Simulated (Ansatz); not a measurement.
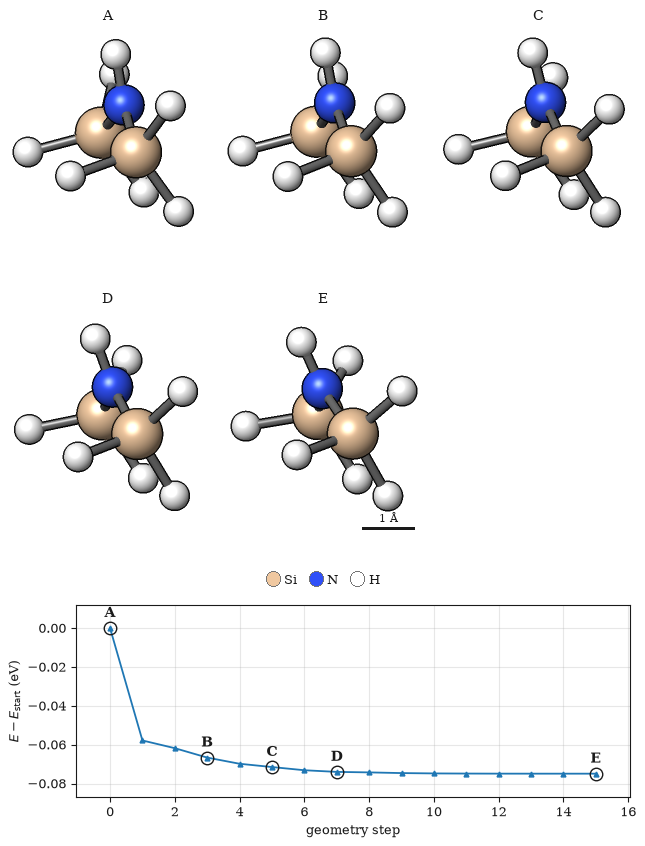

Frames of a relaxation of Si$_{2}$NH$_{7}$, marked on the history of the run. A ball-and-stick model, seen from a free direction.

Method: Ansatz, RKS PBE0-D4/def2-TZVP. Settings: force threshold 0.005 eV/Å; at most 200 steps.

### What happens along the run?

The largest move after the best rigid fit is that of an H atom, 0.59 Å. Largest moves by element: H 0.59 Å, N 0.33 Å, Si 0.05 Å. Some distances before and after: H–Si 1.463 → 1.488 Å, N–Si 1.732 → 1.726 Å. Bond angles that change, for instance: N–Si–H 105.6° → 110.9°, H–Si–H 109.9° → 107.1°, H–Si–H 112.5° → 109.9°. Groups turn about N–Si by about 30°, N–Si by about 30°. The energy falls by 0.075 eV in 15 geometry steps. The largest force component goes from 0.75 to 0.0012 eV/Å. The forces were under the threshold at step 11, but the run went on from there. Cost: 65 s on 2 threads of Arm Neoverse V1 (shared host). From step 0 to 3: H atoms move most (0.11 Å), energy −0.067 eV. From step 3 to 5: an H atom moves most (0.15 Å), energy −0.005 eV. From step 5 to 7: an H atom moves most (0.15 Å), energy −0.002 eV. From step 7 to 15: an H atom moves most (0.18 Å), energy −0.001 eV.
